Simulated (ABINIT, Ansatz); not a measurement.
# SnO2 (Cassiterite): changed settings of a GW run in ABINIT

What do changed inputs do to GW on SnO2 (Cassiterite)?

Main program and level: ABINIT 10.8.3; PBE and many-body steps on it, plane waves.

## (1) Starting point

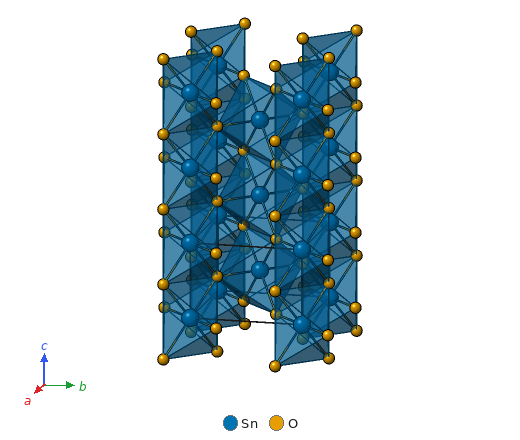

The starting structure, seen slightly off an axis (tin blue, oxygen orange). 1×1×3 cells are drawn. Some periodic images of atoms are drawn too.

The cell and positions come from the Crystallography Open Database and are kept as given unless a step says otherwise.

## (2) Screening, 4×4×4 mesh, 121 bands, screening to 141.5 eV

This step: ABINIT 10.8.3; RPA screening on PBE, plane waves, norm-conserving pseudopotentials.

The RPA dielectric matrix is built and inverted for each q.

Contents of run.abi:

```
acell 3*1.0 Angstrom
rprim 
  4.738000000000 0.000000000000 0.000000000000
  0.000000000000 4.738000000000 0.000000000000
  0.000000000000 0.000000000000 3.186500000000
ntypat 2
znucl 50 8
natom 6
typat 1 1 2 2 2 2
xred 
  0.000000000000 0.000000000000 0.000000000000
  0.500000000000 0.500000000000 0.500000000000
  0.307100000000 0.307100000000 0.000000000000
  0.192900000000 0.807100000000 0.500000000000
  0.692900000000 0.692900000000 0.000000000000
  0.807100000000 0.192900000000 0.500000000000
pp_dirpath "pseudos"
pseudos "Sn.upf, O.upf"
ecut 42
ngkpt 4 4 4
nshiftk 1
shiftk 0 0 0
kptopt 1
chksymbreak 0
istwfk *1
occopt 1
irdwfk 1
optdriver 3
nband 121
ecuteps 5.2
inclvkb 2
awtr 1
symchi 1
indata_prefix "in"
outdata_prefix "out"
tmpdata_prefix "tmp"
```

The run is started by

```console
$ OMP_NUM_THREADS=1 mpirun -n 8 abinit run.abi > log
```

What it wrote:

```text
.Version 10.8.3 of ABINIT. v10.8.2 released Aug 2026.

 Symmetries : space group P4_2/m n m (#136); Bravais tP (primitive tetrag.)
[... echo of the input left out ...]
== DATASET  1 ==================================================================
-   mpi_nproc: 8, omp_nthreads: 1 (-1 if OMP is not activated)

--- !DatasetInfo
iteration_state: {dtset: 1, }
dimensions: {natom: 6, nkpt: 18, mband: 121, nsppol: 1, nspinor: 1, nspden: 1, mpw: 6312, }
cutoff_energies: {ecut:  42.0, pawecutdg:  -1.0, }
electrons: {nelect:   6.80000000E+01, charge:   0.00000000E+00, occopt:   1.00000000E+00, tsmear:   1.00000000E-02, }

 SCREENING: Calculation of the susceptibility and dielectric matrices

 Based on a program developped by R.W. Godby, V. Olevano, G. Onida, and L. Reining.
 Incorporated in ABINIT by V. Olevano, G.-M. Rignanese, and M. Torrent.
.Using double precision arithmetic ; gwpc =  8

[... cell and pseudopotentials left out ...]
--------------------------------------------------------------------------------

 ==== K-mesh for the wavefunctions ====
 Number of points in the irreducible wedge :    18
[... list of points left out ...]
 Together with 16 symmetry operations and time-reversal symmetry
 yields    64 points in the full Brillouin Zone.

 ==== Q-mesh for the screening function ====
 Number of points in the irreducible wedge :    18
[... list of points left out ...]
 Together with 16 symmetry operations and time-reversal symmetry
 yields    64 points in the full Brillouin Zone.

 setmesh: FFT mesh size selected  =    36x   36x   24
          total number of points  =        31104

 vcoul_init : cutoff-mode = AUXILIARY_FUNCTION
 q-points for optical limit:   1
     1)      0.000010    0.000020    0.000030

- screening: taking advantage of time-reversal symmetry
- Maximum band index for partially occupied states nbvw = 34
- Remaining bands to be divided among processors   nbcw = 87
- Number of bands treated by each node ~10

 Number of electrons calculated from density =   68.0000; Expected =   68.0000
 average of density, n =  0.140867
 r_s =    1.1923
 omega_plasma =   36.2043 [eV]

 calculating chi0 at frequencies [eV] :
  1    0.000000E+00    0.000000E+00
  2    0.000000E+00    3.620427E+01

--------------------------------------------------------------------------------
  q-point number  1        q = ( 0.000000, 0.000000, 0.000000) [r.l.u.]
--------------------------------------------------------------------------------
[... chi0 elements left out ...]
 For q-point:  0.000010 0.000020 0.000030
  dielectric constant =   4.5916
  dielectric constant without local fields =   4.8090

  Average fulfillment of the sum rule on Im[epsilon] for q-point    1 :     47.02  [%]
[... wings left out ...]
  q-point number  2        q = ( 0.250000, 0.000000, 0.000000) [r.l.u.]
--------------------------------------------------------------------------------
[... chi0 elements left out ...]
  Average fulfillment of the sum rule on Im[epsilon] for q-point    2 :     61.20  [%]

 [... 16 further q-points ...]
```

Elapsed: 3.2 min, on 8 MPI ranks of Arm Neoverse V1, shared host; peak memory 4.5 GiB; 26 min of CPU time.

Numbers from this step:

```yaml
eps_infinity_with_local_fields_on_this_mesh_along_the_program_s_q_direction: 4.592
the_same_without_local_fields: 4.809
plasma_frequency: 36.20 eV
plane_waves_in_the_screening_matrix: 275
```

Local fields lower ε∞ by 5 %. On a Γ-centred mesh this coarse the value itself is usually too large, while a short band sum pulls it down.

## (3) Base

The self-energy is evaluated for the states that the input lists, and the levels follow from it, in one-shot runs by the linearised quasiparticle equation.

This step: G0W0 on PBE, plane waves, norm-conserving pseudopotentials.

run.abi: that of step 2 with these lines changed.

```diff
@@ -27,8 +27,15 @@
 irdwfk 1
-optdriver 3
+optdriver 4
 nband 121
+gwcalctyp 0
+ecutsigx 42
+symsigma 1
+nkptgw 1
+kptgw 
+  0.0000000000 0.0000000000 0.0000000000
+bdgw 
+  32 36
 ecuteps 5.2
-inclvkb 2
-awtr 1
-symchi 1
+irdscr 1
+ppmodel 1
 indata_prefix "in"
```

What it wrote:

```text
.Version 10.8.3 of ABINIT. v10.8.2 released Aug 2026.

 Symmetries : space group P4_2/m n m (#136); Bravais tP (primitive tetrag.)
[... echo of the input left out ...]
== DATASET  1 ==================================================================
-   mpi_nproc: 8, omp_nthreads: 1 (-1 if OMP is not activated)

--- !DatasetInfo
iteration_state: {dtset: 1, }
dimensions: {natom: 6, nkpt: 18, mband: 121, nsppol: 1, nspinor: 1, nspden: 1, mpw: 6312, }
cutoff_energies: {ecut:  42.0, pawecutdg:  -1.0, }
electrons: {nelect:   6.80000000E+01, charge:   0.00000000E+00, occopt:   1.00000000E+00, tsmear:   1.00000000E-02, }

 SIGMA: Calculation of the GW corrections

 Based on a program developped by R.W. Godby, V. Olevano, G. Onida, and L. Reining.
 Incorporated in ABINIT by V. Olevano, G.-M. Rignanese, and M. Torrent.
.Using double precision arithmetic ; gwpc =  8

[... cell and pseudopotentials left out ...]
--------------------------------------------------------------------------------

 ==== K-mesh for the wavefunctions ====
 Number of points in the irreducible wedge :    18
[... list of points left out ...]
 Together with 16 symmetry operations and time-reversal symmetry
 yields    64 points in the full Brillouin Zone.

 ==== Q-mesh for screening function ====
 Number of points in the irreducible wedge :    18
[... list of points left out ...]
 Together with 16 symmetry operations and time-reversal symmetry
 yields    64 points in the full Brillouin Zone.

 vcoul_init : cutoff-mode = AUXILIARY_FUNCTION
 q-points for optical limit:   1
     1)      0.000010    0.000020    0.000030
 setmesh: FFT mesh size selected  =    54x   54x   36
          total number of points  =       104976

 Number of electrons calculated from density =   68.0000; Expected =   68.0000
 average of density, n =  0.140867
 r_s =    1.1923
 omega_plasma =   36.2043 [eV]

 === KS Band Gaps ===
  >>>> For spin  1
   Minimum direct gap =   1.2836 [eV], located at k-point      :   0.0000  0.0000  0.0000
   Fundamental gap    =   1.2836 [eV], Top of valence bands at :   0.0000  0.0000  0.0000
                                       Bottom of conduction at :   0.0000  0.0000  0.0000
 SIGMA fundamental parameters:
 PLASMON POLE MODEL  1
 number of plane-waves for SigmaX                 6273
 number of plane-waves for SigmaC and W            275
 number of plane-waves for wavefunctions          6273
 number of bands                                   121
 number of independent spin polarizations            1
 number of spinorial components                      1
 number of k-points in IBZ                          18
 number of q-points in IBZ                          18
 number of symmetry operations                      16
 number of k-points in BZ                           64
 number of q-points in BZ                           64
 number of frequencies for dSigma/dE                 9
 frequency step for dSigma/dE [eV]                0.25
 number of omega for Sigma on real axis              0
 max omega for Sigma on real axis  [eV]           0.00
 zcut for avoiding poles [eV]                     0.10

 EPSILON^-1 parameters (SCR file):
 dimension of the eps^-1 matrix on file            275
 dimension of the eps^-1 matrix used               275
 number of plane-waves for wavefunctions          6273
 number of bands                                   121
 number of q-points in IBZ                          18
 number of frequencies                               2
 number of real frequencies                          1
 number of imag frequencies                          1

 matrix elements of self-energy operator (all in [eV])

 Perturbative Calculation

--- !SelfEnergy_ee
iteration_state: {dtset: 1, }
kpoint     : [   0.000,    0.000,    0.000, ]
spin       : 1
KS_gap     :    1.284
QP_gap     :    2.725
Delta_QP_KS:    1.441
data: !SigmaeeData |
     Band     E0 <VxcDFT>   SigX SigC(E0)      Z dSigC/dE  Sig(E)    E-E0       E
       32   6.013 -20.016 -25.535   5.056   0.793  -0.260 -20.383  -0.367   5.646
       33   6.013 -20.016 -25.535   5.056   0.793  -0.260 -20.383  -0.367   5.646
       34   6.777 -20.351 -26.231   5.394   0.793  -0.262 -20.736  -0.385   6.392
       35   8.061 -16.498 -12.586  -2.662   0.845  -0.183 -15.442   1.056   9.117
       36  12.920 -16.302 -10.641  -3.708   0.840  -0.191 -14.662   1.639  14.559

== END DATASET(S) ==============================================================
================================================================================

 -outvars: echo values of variables after computation  --------
           etotal      0.0000000000E+00
            nband         121
             nkpt          18
          spgroup         136
 [... the other variables as echoed above ...]

 Calculation completed.
```

Elapsed: 9.2 s, on 8 MPI ranks; peak memory 2.8 GiB.

Numbers from this step:

| Item | Value |
| --- | --- |
| G0W0 gap on the points computed | 2.725 eV |
| starting gap on the mesh | 1.284 eV |
| k of the valence top | 0, 0, 0 |
| k of the conduction bottom | 0, 0, 0 |
| Z at the valence top | 0.793 |
| Z at the conduction bottom | 0.845 |
| least direct G0W0 gap on the computed points | 2.725 eV |

The gap on the mesh goes from 1.28 eV to 2.73 eV, a correction of +1.44 eV.

## (4) Smaller part of the screening matrix

run.abi: that of step 3 with these lines changed.

```diff
@@ -37,3 +37,3 @@
   32 36
-ecuteps 5.2
+ecuteps 1.3
 irdscr 1
```

What it wrote:

```text
.Version 10.8.3 of ABINIT. v10.8.2 released Aug 2026.

 Symmetries : space group P4_2/m n m (#136); Bravais tP (primitive tetrag.)
[... echo of the input left out ...]
== DATASET  1 ==================================================================
-   mpi_nproc: 8, omp_nthreads: 1 (-1 if OMP is not activated)

--- !DatasetInfo
iteration_state: {dtset: 1, }
dimensions: {natom: 6, nkpt: 18, mband: 121, nsppol: 1, nspinor: 1, nspden: 1, mpw: 6312, }
cutoff_energies: {ecut:  42.0, pawecutdg:  -1.0, }
electrons: {nelect:   6.80000000E+01, charge:   0.00000000E+00, occopt:   1.00000000E+00, tsmear:   1.00000000E-02, }

 SIGMA: Calculation of the GW corrections

 Based on a program developped by R.W. Godby, V. Olevano, G. Onida, and L. Reining.
 Incorporated in ABINIT by V. Olevano, G.-M. Rignanese, and M. Torrent.
.Using double precision arithmetic ; gwpc =  8

[... cell and pseudopotentials left out ...]
--------------------------------------------------------------------------------

 ==== K-mesh for the wavefunctions ====
 Number of points in the irreducible wedge :    18
[... list of points left out ...]
 Together with 16 symmetry operations and time-reversal symmetry
 yields    64 points in the full Brillouin Zone.

 ==== Q-mesh for screening function ====
 Number of points in the irreducible wedge :    18
[... list of points left out ...]
 Together with 16 symmetry operations and time-reversal symmetry
 yields    64 points in the full Brillouin Zone.

 vcoul_init : cutoff-mode = AUXILIARY_FUNCTION
 q-points for optical limit:   1
     1)      0.000010    0.000020    0.000030
 setmesh: FFT mesh size selected  =    54x   54x   36
          total number of points  =       104976

 Number of electrons calculated from density =   68.0000; Expected =   68.0000
[...]
number of q-points in IBZ                          18
 number of symmetry operations                      16
 number of k-points in BZ                           64
 number of q-points in BZ                           64
 number of frequencies for dSigma/dE                 9
 frequency step for dSigma/dE [eV]                0.25
 number of omega for Sigma on real axis              0
 max omega for Sigma on real axis  [eV]           0.00
 zcut for avoiding poles [eV]                     0.10

 EPSILON^-1 parameters (SCR file):
 dimension of the eps^-1 matrix on file            275
 dimension of the eps^-1 matrix used                39
 number of plane-waves for wavefunctions          6273
 number of bands                                   121
 number of q-points in IBZ                          18
 number of frequencies                               2
 number of real frequencies                          1
 number of imag frequencies                          1

 matrix elements of self-energy operator (all in [eV])

 Perturbative Calculation

--- !SelfEnergy_ee
iteration_state: {dtset: 1, }
kpoint     : [   0.000,    0.000,    0.000, ]
spin       : 1
KS_gap     :    1.284
QP_gap     :    3.191
Delta_QP_KS:    1.908
data: !SigmaeeData |
     Band     E0 <VxcDFT>   SigX SigC(E0)      Z dSigC/dE  Sig(E)    E-E0       E
       32   6.013 -20.016 -25.535   4.324   0.831  -0.204 -21.008  -0.992   5.021
       33   6.013 -20.016 -25.535   4.324   0.831  -0.204 -21.008  -0.992   5.021
       34   6.777 -20.351 -26.231   4.559   0.831  -0.203 -21.449  -1.098   5.679
       35   8.061 -16.498 -12.586  -2.975   0.864  -0.158 -15.689   0.810   8.870
       36  12.920 -16.302 -10.641  -3.755   0.855  -0.169 -14.672   1.630  14.550

== END DATASET(S) ==============================================================
================================================================================

 -outvars: echo values of variables after computation  --------
           etotal      0.0000000000E+00
            nband         121
             nkpt          18
          spgroup         136
 [... the other variables as echoed above ...]

 Calculation completed.
```

Run time: 4.4 s. Hardware: 8 MPI ranks; peak memory 2.2 GiB.

This step gave:

| Quantity | Value |
| --- | --- |
| G0W0 gap on the points computed | 3.191 eV |
| starting gap on the mesh | 1.284 eV |
| k of the valence top | 0, 0, 0 |
| k of the conduction bottom | 0, 0, 0 |
| Z at the valence top | 0.831 |
| Z at the conduction bottom | 0.864 |
| least direct G0W0 gap on the computed points | 3.191 eV |

## (5) Unknown plasmon-pole model

run.abi: that of step 4 with these lines changed.

```diff
@@ -37,5 +37,5 @@
   32 36
-ecuteps 1.3
+ecuteps 5.2
 irdscr 1
-ppmodel 1
+ppmodel 7
 indata_prefix "in"
```

What it wrote:

```text
.Version 10.8.3 of ABINIT. v10.8.2 released Aug 2026.

 Symmetries : space group P4_2/m n m (#136); Bravais tP (primitive tetrag.)
================================================================================
 Values of the parameters that define the memory need of the present run
     intxc =       0    ionmov =       0      iscf =       7    lmnmax =       6
     lnmax =       6     mgfft =      54  mpssoang =       3    mqgrid =    3001
     natom =       6  nloc_mem =       1    nspden =       1   nspinor =       1
    nsppol =       1      nsym =      16    n1xccc =    2501    ntypat =       2
    occopt =       1   xclevel =       2
-    mband =         121        mffmem =           1         mkmem =           3
       mpw =        6312          nfft =      104976          nkpt =          18
================================================================================
  Rough estimation (10% accuracy) of disk space for files :
================================================================================

--------------------------------------------------------------------------------
------------- Echo of variables that govern the present computation ------------
--------------------------------------------------------------------------------
 -outvars: echo values of preprocessed input variables --------
            acell      1.8897261259E+00  1.8897261259E+00  1.8897261259E+00 Bohr

             bdgw          32      36
      chksymbreak           0
             ecut      4.20000000E+01 Hartree
          ecuteps      5.20000000E+00 Hartree
         ecutsigx      4.20000000E+01 Hartree
          ecutwfn      4.20000000E+01 Hartree
-          fftalg         312
           irdscr           1
           irdwfk           1

              ixc     -101130
[...]
pspatm : epsatm=   27.31087254
         --- l  ekb(1:nproj) -->
[...]
pspatm: atomic psp has been read  and splines computed

- O Generated using ONCVPSP code by D. R. Hamann
-  8.00000   6.00000  171031                  znucl, zion, pspdat
12 -101130 2 -1 936                           pspcod,pspxc,lmax,lloc,mmax
     nproj     2     2     1
  pspatm : epsatm=    6.17005460
         --- l  ekb(1:nproj) -->
             0    7.236699    0.997689
             1   -5.226880   -1.288032
             2   -1.331955
 pspatm: atomic psp has been read  and splines computed

   5.39253352E+03                                ecore*ucvol(ha*bohr**3)
--------------------------------------------------------------------------------

 ==== K-mesh for the wavefunctions ====
 Number of points in the irreducible wedge :    18
 Reduced coordinates and weights :

     1)     0.00000000E+00  0.00000000E+00  0.00000000E+00       0.01563
     2)     2.50000000E-01  0.00000000E+00  0.00000000E+00       0.06250
     3)     5.00000000E-01  0.00000000E+00  0.00000000E+00       0.03125
[...]
Together with 16 symmetry operations and time-reversal symmetry
 yields    64 points in the full Brillouin Zone.

 ==== Q-mesh for screening function ====
 Number of points in the irreducible wedge :    18
 Reduced coordinates and weights :

[...]
17)     5.00000000E-01  2.50000000E-01  5.00000000E-01       0.06250
    18)     5.00000000E-01  5.00000000E-01  5.00000000E-01       0.01563

 Together with 16 symmetry operations and time-reversal symmetry
 yields    64 points in the full Brillouin Zone.

 vcoul_init : cutoff-mode = AUXILIARY_FUNCTION
 q-points for optical limit:   1
     1)      0.000010    0.000020    0.000030
 setmesh: FFT mesh size selected  =    54x   54x   36
          total number of points  =       104976

 Number of electrons calculated from density =   68.0000; Expected =   68.0000
 average of density, n =  0.140867
 r_s =    1.1923
 omega_plasma =   36.2043 [eV]

--- !BUG
message: |
    Wrong ppm%model: 7

--- !BUG
message: |
    Wrong ppm%model: 7

--- from the log ---
Wrong ppm%model: 7
```

The job ended after 2.9 s (8 MPI ranks; peak memory 0.31 GiB).

The run stopped with an error after 2.9 s.

The program's words: Wrong ppm%model: 7

The fault put into this input: unknown plasmon-pole model.

## (6) The runs together

Times are wall times on 8 MPI ranks of Arm Neoverse V1, shared host, good to a factor of about two. A run's time includes the screening step that it read.

| run | mesh | bands | screening cutoff (eV) | DFT gap (eV) | gap on the mesh (eV) | direct (eV) | ε∞ used | time |
| --- | --- | --- | --- | --- | --- | --- | --- | --- |
| base | 4×4×4 | 121 | 141.5 | 1.284 | 2.725 | 2.725 | 4.59 | 3.4 min |
| smaller part of the screening matrix | 4×4×4 | 121 | 35.4 | 1.284 | 3.191 | 3.191 | 4.59 | 3.3 min |

## (7) What came out

```json
{"base": "2.725 eV", "smaller part of the screening matrix": "3.191 eV", "known limits": "not at the basis limit; no spin-orbit coupling; coarse k mesh"}
```

Smaller part of the screening matrix: +0.466 eV against base (keys changed: ecuteps). Bands and cutoff are finite, so the gap is not at the basis limit. The miss can reach some tenths of an eV and take either sign; the mesh is an error of its own. In the G0W0 runs levels were corrected at 1 k point alone, so a gap called «on the mesh» is the least over those, and an edge elsewhere would be missed. The 4×4×4 mesh is coarse for this cell, which bears on the long-range parts of exchange and screening. The many-body steps are scalar-relativistic: spin-orbit coupling is not in them.

[Paths, hosts, dates, memory and timing lines, banners, echoed tables and standing remarks are left out of the program output.]

[Logs are printed without paths, hosts, clocks, repeated set-up lines and the standing remarks that a program may print on its own settings, such as how far it seeks lower states.]

[Runs of the session that timed out or met a known fault of the program may be left out.]

[Hosts, paths, dates, database ids (printed as entryN), source tags and the programs' standing remarks are cut or masked in the printed files.]

[G0W0 gaps are taken among the corrected bands and points alone; a level outside them can change the order at an edge.]

[Where Ansatz stands beside ABINIT at settings called matched, ABINIT's density can come from a denser mesh and the files from another edition; pairs whose starting gaps differed by over 0.03 eV were left out, so agreement reads better than it is.]
